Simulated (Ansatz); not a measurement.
## Response to strain in hypothetical ReO3 type CoCl3

Consider CoCl₃ in the ReO3 type structure (space group Pm-3m, No. 221; a = 4.659 Å; ferromagnetic; a hypothetical phase, not in the database extracts checked; relaxed with 0.1 eV smearing). Axes: x, y, z lie along the cube axes.

Strains are applied to the cell and any free atomic positions relax; under biaxial strain the out-of-plane vector relaxes too.

Computed with DFT with PBE, PAW potentials and a 420 eV plane-wave cutoff in Ansatz (a first-principles code), spin-orbit coupling left out.

Notes on the quantities. pressure: mean of the normal stresses, compression positive.

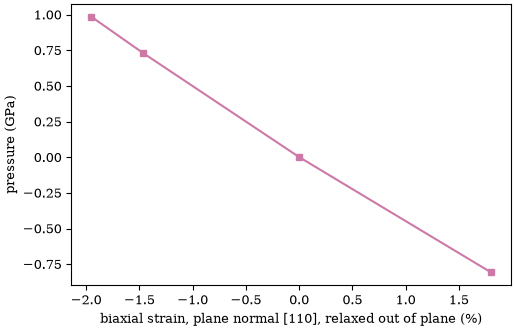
Pressure against biaxial strain, plane normal [110], relaxed out of plane

From the plot, what is the pressure for biaxial strain −1.95 %, plane normal [110], relaxed out of plane?

About 1.0 GPa.

Is the trend monotonic over the range shown?

Yes, it falls throughout, spanning -0.8 GPa to 1.0 GPa.

Whether these cells are dynamically stable was not tested. No Hubbard U is applied and the magnetic state is the run's own (CoCl3 ferromagnetic); other magnetic orders, which need larger cells, were not tried and can change the gap.
